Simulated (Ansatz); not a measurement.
```sh
ansatz run in.yaml --threads 2 --pin off --events-out ev --progress --plain --max-ram 4352MiB
```

```yaml
crystal:
  periodic: [false, false, false]
  atoms:
    - {symbol: N, position_ang: [-1.073277, -0.442698, -0.370698]}
    - {symbol: Si, position_ang: [0.510110, -0.013645, -0.039429]}
    - {symbol: S, position_ang: [0.996965, 0.867004, 1.640924]}
    - {symbol: H, position_ang: [-1.865239, 0.164841, -0.183052]}
    - {symbol: H, position_ang: [1.431441, -0.575502, -1.047743]}
basis:
  gaussian: {orbitals: def2-TZVPP}
magnetization: {spin_polarized: true, initial_magnetization: 1}
hamiltonian: {xc: pbe0, dispersion: d4}
output: {orbitals: {seedname: orbitals}}
```

What structure does this define?

It has 5 atoms: 2 hydrogen, 1 nitrogen, 1 sulfur and 1 silicon (H₂NSSi). This geometry has C1 symmetry. It is an open-shell species. Coordination: 1 N bent; 1 Si trigonal planar.

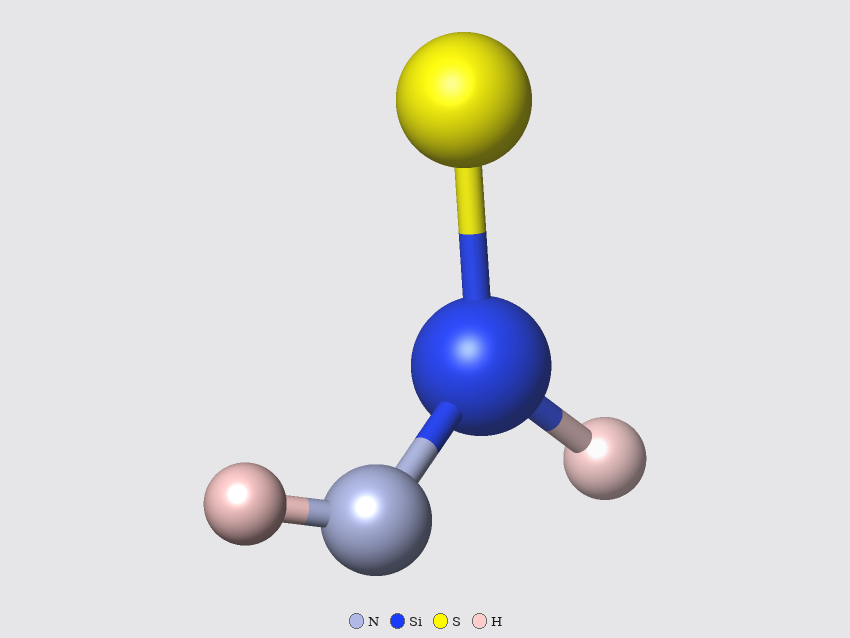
